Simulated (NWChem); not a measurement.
# [SiH5]− (SMILES [H][Si-]([H])([H])([H])[H]): BLYP-D3(0)/DGauss-TZVP

Aim: the energy difference between two shapes of [SiH5]− at BLYP-D3(0)/DGauss-TZVP, from 2 runs. 

Program for the calculation: NWChem 7.3.0.

4 further runs of the same task are left out: 2 that didn't finish, 2 set aside as unsound or not needed.

### Step 1. Starting point

The species is [SiH5]− (6 atoms), meant as a singlet with charge -1. SMILES: `[H][Si-]([H])([H])([H])[H]`. The shape is that of a GFN2-xTB optimisation.

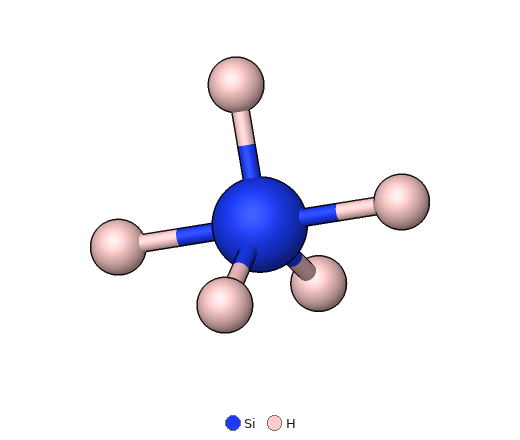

The structure, seen from a chosen angle (silicon blue, hydrogen pink).

### Step 2. The charge distribution at BLYP-D3(0)/DGauss-TZVP

Input file h5si.nw:

```
start h5si
title "H5Si"
memory 2200 mb
charge -1

geometry noautoz
   Si    -0.000240     0.000230     0.001470
   H     -0.019890    -0.007790     1.639910
   H      0.021790     0.007860    -1.642440
   H      1.490630     0.011850     0.019200
   H     -0.757550     1.285100    -0.002620
   H     -0.734730    -1.297250    -0.015520
end

basis spherical bse
   * library DGauss-TZVP
end

dft
   xc becke88 lyp
   disp vdw 3
   grid coarse
   convergence energy 1e-06
   mulliken
end

property
   dipole
   electrondensity
   esp
   efieldgrad
   moldenfile
   molden_norm janpa
end

task dft property
```

The run is started by

```bash
$ nwchem h5si.nw > h5si.out
```

The log of the run:

```text
[...]
          Wavefunction type:  closed shell.
          No. of atoms     :     6
          No. of electrons :    20
[...]
          Charge           :    -1
          Spin multiplicity:     1
[...]
          AO basis - number of functions:    52
[...]
              XC Information
              --------------
                    Becke 1988 Exchange Functional  1.000
              Lee-Yang-Parr Correlation Functional  1.000
[...]
 d= 0,ls=0.0,diis     1   -292.2400856371 -3.18D+02  3.44D-02  1.93D+00     0.4
[...]
 d= 0,ls=0.0,diis     7   -292.4066732667 -3.64D-08  3.69D-06  4.10D-09     1.7
         Total DFT energy =     -292.406673266678
      One electron energy =     -460.422087172402
           Coulomb energy =      164.786538515459
    Exchange-Corr. energy =      -22.909251325898
 Nuclear repulsion energy =       26.139783351992
    Dispersion correction =       -0.001656635829
[...]
      Total Density - Mulliken Population Analysis
     ---------------------------------------------
    Atom       Charge   Shell Charges
 -----------   ------   -------------------------------------------------------
    1 Si  14    13.84   2.00  2.01 -0.01  0.82  0.37  6.00  0.52  1.16  0.78  0.19
    2 H    1     1.29   0.13  0.43  0.72  0.01
    3 H    1     1.30   0.13  0.43  0.72  0.01
    4 H    1     1.19   0.14  0.47  0.57  0.01
    5 H    1     1.19   0.14  0.47  0.57  0.01
    6 H    1     1.19   0.14  0.47  0.57  0.01
[...]
   Dipole moment        0.0282174773 Debye(s)
             DMX        0.0020432183 DMXEFC        0.0000000000
             DMY       -0.0280948986 DMYEFC        0.0000000000
             DMZ        0.0016516532 DMZEFC        0.0000000000
   -EFC- dipole         0.0000000000 DEBYE(S)
   Total dipole         0.0282174773 DEBYE(S)
[...]
```

Run time: 2.2 s. Hardware: 1 thread of AMD EPYC 9R45 (Zen 5), shared host; peak memory 0.12 GiB.

Atomic charges (e):

```
atom  Mulliken  Löwdin
 Si1    +0.160  +0.140
  H2    -0.290  -0.300
  H3    -0.300  -0.310
  H4    -0.190  -0.180
  H5    -0.190  -0.180
  H6    -0.190  -0.180
```

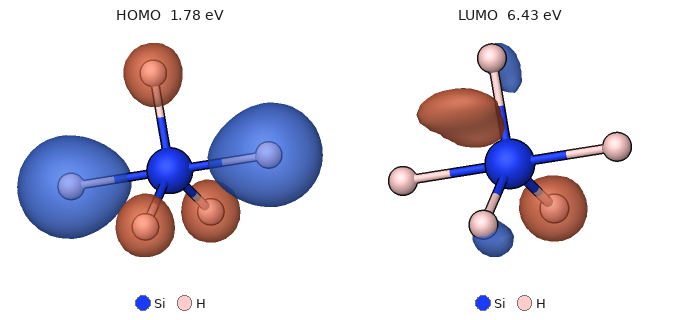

Frontier orbitals of this run, surfaces at ±0.2 Å^-3/2.

### Step 3. The distorted shape

Input file input.nw:

```
start input
title "H5Si properties"
memory total 2200 mb
charge -1

geometry units angstrom noautoz
Si      -0.001157      -0.007770      -0.040392
H        0.007295      -0.000215       1.651944
H        0.085411       0.087493      -1.651037
H        1.520693       0.051995       0.135824
H       -0.728447       1.307435       0.079076
H       -0.711088      -1.292939      -0.162234
end

basis spherical bse
* library DGauss-TZVP
end

dft
xc becke88 lyp
disp vdw 3
grid coarse
convergence energy 1e-06
mulliken
end

property
dipole
electrondensity
esp
efieldgrad
moldenfile
molden_norm janpa
end

task dft property
```

The run is started by

```bash
$ nwchem input.nw > input.out
```

The log of the run:

```text
[...]
          Wavefunction type:  closed shell.
          No. of atoms     :     6
          No. of electrons :    20
[...]
          Charge           :    -1
          Spin multiplicity:     1
[...]
          AO basis - number of functions:    52
[...]
              XC Information
              --------------
                    Becke 1988 Exchange Functional  1.000
              Lee-Yang-Parr Correlation Functional  1.000
[...]
 d= 0,ls=0.0,diis     1   -292.2346676776 -3.18D+02  3.50D-02  1.94D+00     0.3
[...]
 d= 0,ls=0.0,diis     7   -292.4040939697 -6.06D-08  6.37D-06  1.30D-08     1.7
         Total DFT energy =     -292.404093969722
      One electron energy =     -459.964540751635
           Coulomb energy =      164.526840894781
    Exchange-Corr. energy =      -22.895202824640
 Nuclear repulsion energy =       25.930496976139
    Dispersion correction =       -0.001688264368
[...]
      Total Density - Mulliken Population Analysis
     ---------------------------------------------
    Atom       Charge   Shell Charges
 -----------   ------   -------------------------------------------------------
    1 Si  14    13.85   2.00  2.01 -0.02  0.82  0.37  6.00  0.52  1.16  0.79  0.18
    2 H    1     1.30   0.13  0.42  0.75  0.01
    3 H    1     1.28   0.14  0.44  0.71  0.01
    4 H    1     1.19   0.13  0.46  0.59  0.01
    5 H    1     1.19   0.13  0.46  0.58  0.01
    6 H    1     1.19   0.14  0.47  0.57  0.01
[...]
   Dipole moment        0.6825003271 Debye(s)
             DMX       -0.2886031594 DMXEFC        0.0000000000
             DMY       -0.6151388259 DMYEFC        0.0000000000
             DMZ       -0.0641805090 DMZEFC        0.0000000000
   -EFC- dipole         0.0000000000 DEBYE(S)
   Total dipole         0.6825003271 DEBYE(S)
[...]
```

It took 2.2 s on 1 thread of AMD EPYC 9R45 (Zen 5), shared host; peak memory 0.2 GiB.

Atomic charges (e):

```
atom  Mulliken  Löwdin
 Si1    +0.150  +0.130
  H2    -0.300  -0.320
  H3    -0.280  -0.290
  H4    -0.190  -0.180
  H5    -0.190  -0.170
  H6    -0.190  -0.170
```

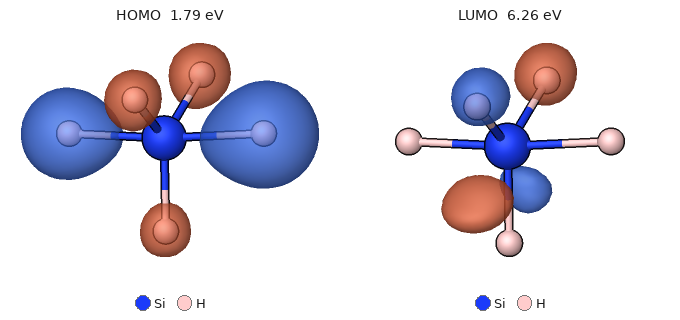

Frontier orbitals of this run, surfaces at ±0.2 Å^-3/2.

### Step 4. Outcome

Level: BLYP-D3(0)/DGauss-TZVP.

| quantity | value |
| --- | --- |
| first shape: total energy | -292.40667 Eh |
| first shape: HOMO energy | 1.78 eV |
| first shape: LUMO energy | 6.43 eV |
| first shape: HOMO–LUMO gap (to an unbound level, set by the basis) | 4.65 eV |
| first shape: dispersion energy | -4.35 kJ/mol |
| distorted shape: total energy | -292.40409 Eh |
| distorted shape: HOMO energy | 1.79 eV |
| distorted shape: LUMO energy | 6.26 eV |
| distorted shape: HOMO–LUMO gap (to an unbound level, set by the basis) | 4.47 eV |
| distorted shape: dispersion energy | -4.43 kJ/mol |
| energy change with the atoms displaced | 0.070 eV |

**Reading.** With the atoms displaced the energy rises by 0.07 eV (6.8 kJ/mol). The first shape isn't relaxed at this level, so the change isn't measured from a minimum. Mulliken charges (first shape) run from -0.30 on H3 to +0.16 on Si1; they depend strongly on the basis. The HOMO (first shape) lies at positive energy, 1.78 eV, as semi-local functionals often give for anions; only total energies tell whether the electron is bound. Mulliken charges (distorted shape) run from -0.30 on H2 to +0.15 on Si1; they depend strongly on the basis. The HOMO (distorted shape) lies at positive energy, 1.79 eV, as semi-local functionals often give for anions; only total energies tell whether the electron is bound.
